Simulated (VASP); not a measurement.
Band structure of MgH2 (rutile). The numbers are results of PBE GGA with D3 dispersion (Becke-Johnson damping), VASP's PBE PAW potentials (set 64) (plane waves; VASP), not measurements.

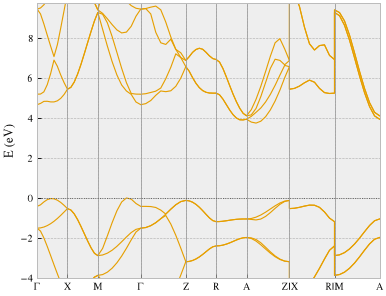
Figure. Bands along high-symmetry lines, zero at the valence-band maximum or, without a gap, the Fermi level

Task: Read the plot: is there a gap, and where are the band edges?

Result: The gap is indirect, 3.75 eV, from the valence maximum at M-Γ at 0.67 to the conduction minimum at A-Z at 0.22. (Edges off the drawn lines would not show.)

The compound is MgH2 in the rutile structure. It was relaxed first, which changed the volume by -5 %.
